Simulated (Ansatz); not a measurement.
Molecular dynamics, with input and output: CH11NOSi2 (part 4 of 4)

Continued. System: CH11NOSi2. Method: RKS B3LYP-D4/def2-SVP (Ansatz 0.2.0). It belongs to a series of runs on one base structure; here: dynamics from the highest image of the converged band.

Geometry of the input (Å):
```
Si 0.6238  0.4821  0.4379
N  1.4379  -1.2237  0.6217
O  -0.4897  0.5413  -0.8054
Si -0.7243  1.1856  -2.3176
H  1.7971  1.1365  -0.2721
H  0.5796  1.3014  1.6804
H  0.3663  -1.3464  1.1333
C  -0.9855  -0.7626  1.5908
H  1.5889  -1.7215  -0.2591
H  2.2828  -1.2839  1.1963
H  -1.4409  2.4897  -2.2195
H  0.5741  1.3993  -3.0255
H  -1.5531  0.2328  -3.1077
H  -1.6795  0.0762  1.4200
H  -1.5292  -1.6621  1.2405
H  -0.8483  -0.8445  2.6859
```

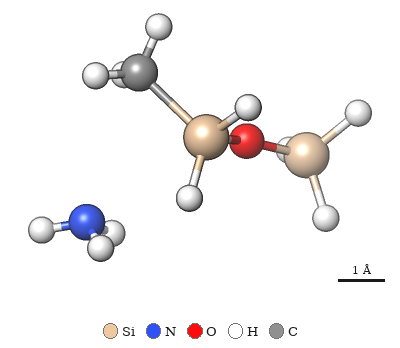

Fig. 1: The geometry at step 150 of the log (ball-and-stick view, seen at a tilt).

Trajectory as extended XYZ, continued
```
16
Properties=species:S:1:pos:R:3:forces:R:3 step=100 time_fs=50.0 energy=-20502.60877 temperature=501.1
Si    0.3934    0.4618    0.6277    2.2622   3.7548  -2.5352
N     1.6482   -1.5364    0.6279   -0.3375  -1.3812  -0.7090
O    -0.4737    0.5779   -0.8641    0.3017   0.3136   0.1430
Si   -0.7487    1.1949   -2.3674    0.1585   0.0087  -0.1678
H     1.7552    0.5153   -0.0184   -0.0009   0.2492   0.1761
H     0.5829    1.7263    1.5227   -0.2072  -0.2655  -0.4973
H     1.7383   -2.5442    0.8364   -0.1257   0.2863   0.2238
C    -0.8346   -0.3939    1.4602   -2.5032  -2.8900   1.9203
H     1.5711   -1.4764   -0.3994    0.1447  -0.1515   0.3536
H     2.5165   -1.0790    0.8356    0.8156   0.1017   0.1944
H    -1.5804    2.4333   -2.2595    0.0203  -0.0069  -0.0692
H     0.5227    1.5577   -3.1418   -0.4063  -0.1932   0.3418
H    -1.5160    0.1749   -3.1778    0.1957   0.2042   0.1437
H    -1.7918    0.1554    1.4317    0.2298   0.1167   0.2332
H    -0.9828   -1.3055    0.8628   -0.2887  -0.2270   0.2124
H    -0.5515   -0.7000    2.4809   -0.2591   0.0803   0.0362
16
Properties=species:S:1:pos:R:3:forces:R:3 step=107 time_fs=53.5 energy=-20502.93945 temperature=683.7
Si    0.3880    0.4902    0.6198   -0.2861   2.7390  -1.1147
N     1.6763   -1.5956    0.6360    1.7016  -0.5368   0.3309
O    -0.4765    0.5917   -0.8672    0.4409   0.2918   0.0634
Si   -0.7509    1.2001   -2.3798   -0.0233   0.0746   0.3603
H     1.7300    0.5215    0.1001    0.9597   0.1377  -0.2662
H     0.4626    1.7967    1.4879   -0.1563  -0.4553  -0.5714
H     1.9023   -2.5828    0.8107   -0.3543  -0.0912   0.2076
C    -0.8528   -0.4290    1.4883   -1.0132  -0.7843   1.1028
H     1.6017   -1.5346   -0.3726   -0.0857  -0.0962  -0.5617
H     2.5810   -1.1036    0.8038   -0.6936  -0.4195  -0.0030
H    -1.5908    2.4287   -2.2747   -0.0046   0.0543  -0.0641
H     0.4939    1.5513   -3.1368    0.0454  -0.0400   0.1032
H    -1.4928    0.1928   -3.1821   -0.0427  -0.1035  -0.0544
H    -1.6961    0.2985    1.4618    0.0737  -0.5173   0.3413
H    -1.1014   -1.3314    0.9325   -0.2809  -0.3024  -0.0659
H    -0.5440   -0.6957    2.5071   -0.2806   0.0491   0.1919
16
Properties=species:S:1:pos:R:3:forces:R:3 step=114 time_fs=57.0 energy=-20503.15399 temperature=802.0
Si    0.3822    0.5298    0.6068   -1.0293   0.8001  -0.6714
N     1.7163   -1.6605    0.6449    0.9322  -0.9827  -0.7776
O    -0.4761    0.6077   -0.8698    0.5414   0.2318  -0.0717
Si   -0.7532    1.2057   -2.3907   -0.3641   0.0485   0.7602
H     1.7978    0.5442    0.1948    0.2242   0.0551  -0.0858
H     0.3248    1.8209    1.3910   -0.0227   0.0871  -0.1390
H     2.0251   -2.6285    0.8081   -0.5197  -0.1743   0.1013
C    -0.8813   -0.4729    1.5271    0.2285   0.3374  -0.0047
H     1.6251   -1.6061   -0.3864   -0.0756  -0.1828   0.3842
H     2.5932   -1.1619    0.7767    0.1914   0.3247   0.2015
H    -1.6014    2.4298   -2.2972    0.0024   0.0456  -0.0447
H     0.4716    1.5405   -3.1206    0.5579   0.1364  -0.1958
H    -1.4735    0.2000   -3.1917   -0.1812  -0.2692  -0.1391
H    -1.5958    0.3840    1.5298   -0.4491  -0.8337   0.2486
H    -1.2484   -1.3817    1.0016    0.0931   0.5109   0.2428
H    -0.5677   -0.6872    2.5542   -0.1292  -0.1349   0.1911
16
Properties=species:S:1:pos:R:3:forces:R:3 step=121 time_fs=60.5 energy=-20503.16524 temperature=808.4
Si    0.3724    0.5729    0.5910   -0.7521  -0.7662  -0.3014
N     1.7646   -1.7332    0.6485    0.6983  -0.8068  -0.4320
O    -0.4718    0.6254   -0.8731    0.4877   0.1220  -0.3808
Si   -0.7569    1.2113   -2.3987   -0.0952  -0.1133   0.2598
H     1.8885    0.5741    0.2790   -0.9374   0.0381   0.1091
H     0.1839    1.8562    1.2782    0.0893   0.6263   0.2938
H     2.0902   -2.6930    0.8186   -0.3748  -0.1009   0.0941
C    -0.9076   -0.5134    1.5671    1.2713   1.3342   0.2814
H     1.6395   -1.6970   -0.3713   -0.0576  -0.1018   0.0684
H     2.6173   -1.1912    0.7703    0.1701   0.2008   0.1482
H    -1.6114    2.4356   -2.3249    0.0429  -0.0177  -0.0197
H     0.5040    1.5428   -3.1215    0.1103   0.0446   0.0219
H    -1.4719    0.1807   -3.2139    0.0151   0.0206   0.1064
H    -1.5483    0.3798    1.6261   -0.9498  -0.4250   0.0665
H    -1.3871   -1.3847    1.0924    0.2569   0.2352  -0.0337
H    -0.6068   -0.6941    2.6179    0.0252  -0.2902  -0.2820
16
Properties=species:S:1:pos:R:3:forces:R:3 step=129 time_fs=64.5 energy=-20503.15747 temperature=804.1
Si    0.3567    0.6189    0.5720   -1.7398  -0.5409   1.0743
N     1.8277   -1.8233    0.6490    0.6527   0.0939   0.0421
O    -0.4626    0.6465   -0.8805    0.3248  -0.0814  -0.7661
Si   -0.7613    1.2173   -2.4067    0.4267  -0.1660  -0.2651
H     1.8721    0.6122    0.3870   -0.6930  -0.0763  -0.0127
H     0.0390    1.9672    1.1828    0.3705  -0.1400   0.0949
H     2.1160   -2.7827    0.8458    0.0253  -0.0452   0.1699
C    -0.9236   -0.5431    1.6158    0.8456   2.2765   0.0597
H     1.6475   -1.8138   -0.3531    0.0298   0.0412  -0.2617
H     2.6544   -1.2125    0.7801   -0.4026  -0.5957  -0.0835
H    -1.6171    2.4402   -2.3592    0.0387  -0.0245   0.0154
H     0.5516    1.5506   -3.1177   -0.4808  -0.0828   0.2530
H    -1.4677    0.1619   -3.2242    0.1390   0.2125   0.2382
H    -1.6173    0.3123    1.7455   -0.4035  -0.2425  -0.0694
H    -1.5092   -1.3615    1.1870    0.4831  -0.2454  -0.4125
H    -0.6435   -0.7439    2.6593    0.3835  -0.3834  -0.0764
16
Properties=species:S:1:pos:R:3:forces:R:3 step=136 time_fs=68.0 energy=-20503.11641 temperature=781.7
Si    0.3351    0.6567    0.5598   -3.4017  -0.1118   2.0162
N     1.8875   -1.9030    0.6489   -1.1601  -0.8057  -0.7691
O    -0.4519    0.6644   -0.8927    0.2141  -0.3072  -0.8229
Si   -0.7635    1.2218   -2.4146    0.3963   0.0180  -0.0949
H     1.7799    0.6361    0.4803    0.6914  -0.2353  -0.1674
H    -0.0440    2.0550    1.1143    0.5263  -0.6309   0.0073
H     2.1371   -2.8644    0.8889    0.1372   0.1933   0.0862
C    -0.9289   -0.5465    1.6591   -0.2405   1.7880  -0.2884
H     1.6597   -1.9125   -0.3594    0.2718   0.0475   0.4860
H     2.6586   -1.2840    0.7834    0.9329   0.2940   0.0732
H    -1.6176    2.4417   -2.3874   -0.0174   0.0246   0.0445
H     0.5433    1.5494   -3.0878   -0.1952   0.0071   0.0036
H    -1.4499    0.1673   -3.2071   -0.0503  -0.0463   0.0047
H    -1.7295    0.2222    1.8432    0.4043  -0.1517  -0.0441
H    -1.5527   -1.3628    1.2234    1.0462   0.0566  -0.3598
H    -0.6321   -0.8322    2.6805    0.4446  -0.1403  -0.1751
16
Properties=species:S:1:pos:R:3:forces:R:3 step=143 time_fs=71.5 energy=-20503.22798 temperature=843.2
Si    0.2999    0.6937    0.5559   -2.9916  -0.4751   2.2565
N     1.9405   -1.9872    0.6444    0.1306   0.5228   0.7175
O    -0.4395    0.6801   -0.9108    0.1446  -0.5223  -0.5523
Si   -0.7642    1.2264   -2.4229   -0.0541   0.1621   0.0604
H     1.7522    0.6337    0.5558    0.5576  -0.2727  -0.1828
H    -0.0685    2.0780    1.0496    0.3631  -0.1904   0.2152
H     2.1739   -2.9297    0.9425    0.1658  -0.0414   0.0016
C    -0.9350   -0.5326    1.7000    0.3334   0.9378  -0.2213
H     1.6984   -2.0066   -0.3320    0.0929  -0.0381  -0.6103
H     2.7362   -1.3476    0.7891   -0.3122  -0.6046  -0.2041
H    -1.6198    2.4455   -2.4105   -0.0478   0.0217   0.0634
H     0.5158    1.5500   -3.0592    0.4112   0.1699  -0.3923
H    -1.4377    0.1678   -3.1892   -0.2041  -0.2467  -0.1958
H    -1.8034    0.1188    1.9373    0.3732   0.3177   0.1266
H    -1.4827   -1.3634    1.2147    0.8050  -0.0863  -0.5218
H    -0.5716   -0.9342    2.6774    0.2323   0.3457  -0.5606
16
Properties=species:S:1:pos:R:3:forces:R:3 step=150 time_fs=75.0 energy=-20503.42304 temperature=950.8
Si    0.2527    0.7286    0.5613   -1.0594  -1.3075   2.1606
N     1.9929   -2.0687    0.6439   -0.3847   0.1216   0.1419
O    -0.4261    0.6919   -0.9328    0.1204  -0.6593  -0.0137
Si   -0.7650    1.2316   -2.4313   -0.0579   0.1148  -0.5958
H     1.7775    0.6011    0.6092   -0.7704  -0.1340  -0.2228
H    -0.0520    2.0840    1.0107    0.0601   0.6741   0.4462
H     2.2278   -2.9962    0.9943   -0.0133  -0.0336  -0.2359
C    -0.9378   -0.5093    1.7378    1.0191   0.2866  -1.1652
H     1.7536   -2.1055   -0.3505    0.3017  -0.1592   0.1942
H     2.7989   -1.4627    0.7751    0.0814  -0.0414  -0.1603
H    -1.6271    2.4511   -2.4263   -0.0213  -0.0448   0.0715
H     0.5268    1.5679   -3.0714    0.1405   0.0933  -0.3088
H    -1.4457    0.1448   -3.1903   -0.0262   0.0484  -0.0428
H    -1.8360    0.0472    2.0443    0.1112   0.2762   0.0866
H    -1.3205   -1.3684    1.1491    0.2611   0.2744  -0.2621
H    -0.4813   -0.9994    2.6184    0.2374   0.4903  -0.0935
16
Properties=species:S:1:pos:R:3:forces:R:3 step=157 time_fs=78.5 energy=-20503.52241 temperature=1005.8
Si    0.2006    0.7584    0.5759   -0.4961  -0.8052   2.0808
N     2.0421   -2.1490    0.6452   -0.5446  -0.1205   0.0311
O    -0.4118    0.6990   -0.9549    0.1342  -0.6553   0.6256
Si   -0.7659    1.2373   -2.4422    0.2869   0.1191  -1.2670
H     1.7254    0.5523    0.6372   -0.8959  -0.0525  -0.2043
H    -0.0255    2.1547    1.0186    0.0048   0.2684   0.1865
H     2.2810   -3.0676    1.0207   -0.1057  -0.0799  -0.2575
C    -0.9310   -0.4828    1.7643    1.3242   0.0508  -1.9288
H     1.8399   -2.2222   -0.3572    0.1926  -0.1946   0.2418
H     2.8723   -1.5839    0.7429    0.3866   0.3284  -0.0439
H    -1.6370    2.4520   -2.4338   -0.0028  -0.0631   0.0694
H     0.5508    1.5957   -3.1173   -0.4784  -0.0911   0.0184
H    -1.4571    0.1269   -3.1967    0.1428   0.3076   0.0966
H    -1.8496    0.0028    2.1576    0.3230  -0.2298  -0.2906
H    -1.1296   -1.3397    1.0577   -0.4426   0.7109   0.3948
H    -0.3636   -1.0086    2.5468    0.1709   0.5068   0.2472
16
Properties=species:S:1:pos:R:3:forces:R:3 step=164 time_fs=82.0 energy=-20503.60052 temperature=1049.0
Si    0.1458    0.7851    0.5991   -1.1700   0.4319   1.6476
N     2.0881   -2.2295    0.6473    0.7551   0.6372   0.4098
O    -0.3965    0.7013   -0.9725    0.0768  -0.4824   1.0126
Si   -0.7656    1.2435   -2.4580    0.3000   0.2082  -0.9870
H     1.5819    0.4950    0.6425    0.3215  -0.1944  -0.0623
H     0.0016    2.2524    1.0476   -0.0219  -0.6187  -0.1792
H     2.3241   -3.1488    1.0203   -0.0070  -0.1271   0.0191
C    -0.9106   -0.4553    1.7731    2.0963   0.4831  -1.3153
H     1.9467   -2.3610   -0.3463   -0.1123  -0.1220  -0.4611
H     2.9729   -1.6797    0.7052   -0.7253  -0.4039   0.0268
H    -1.6477    2.4463   -2.4332   -0.0289   0.0012   0.0580
H     0.5261    1.6147   -3.1642   -0.3978  -0.0893   0.0530
H    -1.4546    0.1404   -3.1947    0.0279   0.1119  -0.0448
H    -1.8306   -0.0629    2.2398    0.1000  -0.2427  -0.3958
H    -0.9892   -1.2421    1.0030   -0.9845  -0.1719   0.1948
H    -0.2302   -0.9570    2.4978   -0.2298   0.5787   0.0239
16
Properties=species:S:1:pos:R:3:forces:R:3 step=171 time_fs=85.5 energy=-20503.65808 temperature=1080.8
Si    0.0865    0.8133    0.6290   -0.8973   0.7226   0.5339
N     2.1384   -2.3065    0.6512   -0.3529  -0.8091  -0.9574
O    -0.3808    0.7002   -0.9829   -0.1206  -0.1402   0.9378
Si   -0.7643    1.2506   -2.4777   -0.1376   0.1560   0.0301
H     1.4705    0.4155    0.6405    0.9009  -0.2127   0.0946
H     0.0253    2.2871    1.0591   -0.1333  -0.5822  -0.1863
H     2.3646   -3.2399    1.0201   -0.0328   0.2099   0.1642
C    -0.8708   -0.4230    1.7686    1.4068   0.7750  -1.0080
H     2.0431   -2.5102   -0.3660   -0.1889   0.2502   0.5708
H     3.0164   -1.8050    0.6722    0.4939   0.3537   0.2373
H    -1.6615    2.4406   -2.4259   -0.0353   0.0424   0.0403
H     0.4610    1.6252   -3.2081    0.2715   0.0916  -0.2078
H    -1.4499    0.1655   -3.1986   -0.1756  -0.2180  -0.2351
H    -1.8004   -0.1543    2.2787   -0.1279   0.0305  -0.2210
H    -0.9562   -1.1622    0.9713   -0.7257  -0.7782   0.0864
H    -0.1180   -0.8436    2.4557   -0.1453   0.1084   0.1202
16
Properties=species:S:1:pos:R:3:forces:R:3 step=179 time_fs=89.5 energy=-20503.56553 temperature=1029.4
Si    0.0155    0.8484    0.6652    1.6600  -0.4821  -1.4963
N     2.1945   -2.4007    0.6480    0.6246  -0.1559  -0.0658
O    -0.3641    0.6978   -0.9867   -0.4299   0.3417   0.4611
Si   -0.7636    1.2592   -2.5002   -0.3436  -0.2279   0.6326
H     1.4418    0.3069    0.6520   -0.3935   0.5081   0.1968
H     0.0326    2.2606    1.0512   -0.2463   0.5317   0.1620
H     2.4074   -3.3213    1.0457   -0.0089   0.0427   0.3435
C    -0.8114   -0.3790    1.7511   -1.1175  -0.6998  -0.6094
H     2.1241   -2.6501   -0.3370   -0.3141   0.1675  -0.4376
H     3.1072   -1.9146    0.6657   -0.3615  -0.0607   0.1921
H    -1.6812    2.4388   -2.4121    0.0407  -0.0100   0.0061
H     0.4208    1.6488   -3.2846    0.3462   0.0909  -0.1030
H    -1.4654    0.1694   -3.2317   -0.0308  -0.0300  -0.0409
H    -1.7718   -0.2526    2.2895    0.3448   0.3795  -0.1402
H    -1.0084   -1.1610    0.9647    0.3305  -0.0233   0.8024
H    -0.0090   -0.7019    2.4247   -0.1007  -0.3723   0.0967
16
Properties=species:S:1:pos:R:3:forces:R:3 step=186 time_fs=93.0 energy=-20503.23553 temperature=847.3
Si   -0.0400    0.8777    0.6906    2.9985  -0.1199  -3.0228
N     2.2476   -2.4859    0.6433    0.5725  -0.1505   0.0547
O    -0.3527    0.6983   -0.9862   -0.6634   0.6734   0.0026
Si   -0.7642    1.2659   -2.5172    0.0261  -0.4219   0.6159
H     1.3860    0.2682    0.6850   -0.4920   0.8724   0.1504
H     0.0088    2.2878    1.0600   -0.3200   0.5952   0.2210
H     2.4417   -3.3825    1.1054   -0.1235   0.0691   0.0511
C    -0.7687   -0.3470    1.7304   -1.8474  -1.8231   1.2587
H     2.1595   -2.7494   -0.3422   -0.1080   0.1095  -0.0561
H     3.1623   -2.0066    0.6832   -0.4007  -0.0208  -0.0101
H    -1.6939    2.4366   -2.3992    0.0907  -0.0295  -0.0315
H     0.4242    1.6793   -3.3619   -0.2010  -0.1205   0.3814
H    -1.4833    0.1679   -3.2669    0.1778   0.2250   0.1960
H    -1.7149   -0.2926    2.2849    0.0155   0.6911   0.2744
H    -1.0238   -1.1770    1.0418    0.7554  -0.2219   0.1006
H     0.0694   -0.6181    2.4074   -0.4804  -0.3277  -0.1862
16
Properties=species:S:1:pos:R:3:forces:R:3 step=193 time_fs=96.5 energy=-20503.05863 temperature=749.7
Si   -0.0834    0.9070    0.7037    2.7663   1.4890  -3.5360
N     2.3043   -2.5728    0.6389   -0.6270  -0.5483  -0.1136
O    -0.3461    0.7036   -0.9856   -0.7816   0.8412  -0.3043
Si   -0.7648    1.2709   -2.5315    0.2008  -0.3576   0.9912
H     1.2845    0.3263    0.7348    0.6002   0.6806   0.0259
H    -0.0528    2.3730    1.0912   -0.4121  -0.4369  -0.0377
H     2.4621   -3.4366    1.1708   -0.1811   0.0214  -0.2597
C    -0.7439   -0.3319    1.7212   -2.2707  -2.0477   2.1278
H     2.1824   -2.8358   -0.3526    0.1174   0.0451   0.5223
H     3.1856   -2.0935    0.7009    0.6166   0.5206  -0.1086
H    -1.6970    2.4319   -2.3898    0.0537   0.0369  -0.0564
H     0.4096    1.6975   -3.3987   -0.2279  -0.1571   0.4796
H    -1.4834    0.1884   -3.2822    0.1074   0.0613   0.1427
H    -1.6567   -0.2564    2.3098   -0.3296   0.5192   0.3858
H    -0.9585   -1.2207    1.1314    0.4363  -0.4470  -0.5013
H     0.1006   -0.5725    2.3764   -0.0686  -0.2207   0.2421
16
Properties=species:S:1:pos:R:3:forces:R:3 step=200 time_fs=100.0 energy=-20503.12250 temperature=785.1
Si   -0.1154    0.9420    0.7023    1.9373   1.4116  -3.0389
N     2.3580   -2.6624    0.6348    0.4680   1.0154   0.9561
O    -0.3453    0.7150   -0.9871   -0.7525   0.8305  -0.3462
Si   -0.7648    1.2745   -2.5414   -0.0806  -0.2109   1.6673
H     1.2502    0.4636    0.7884    1.2519   0.4640  -0.0408
H    -0.1620    2.4158    1.1196   -0.4385  -0.6709  -0.1640
H     2.4642   -3.4915    1.2112    0.0183  -0.2666  -0.1110
C    -0.7411   -0.3372    1.7317   -2.0115  -2.1404   1.6735
H     2.2153   -2.9213   -0.3241    0.0393  -0.3206  -0.6223
H     3.2498   -2.1387    0.7054   -0.6151  -0.3710  -0.1859
H    -1.6939    2.4314   -2.3868   -0.0068   0.0895  -0.0678
H     0.3745    1.6995   -3.3842    0.3341   0.0259   0.0949
H    -1.4725    0.2140   -3.2823   -0.1140  -0.2943  -0.0649
H    -1.6282   -0.1650    2.3716    0.0489  -0.1824  -0.2173
H    -0.8439   -1.3012    1.1757   -0.1337   0.5542   0.0449
H     0.1208   -0.5509    2.3712    0.0547   0.0661   0.4222
```
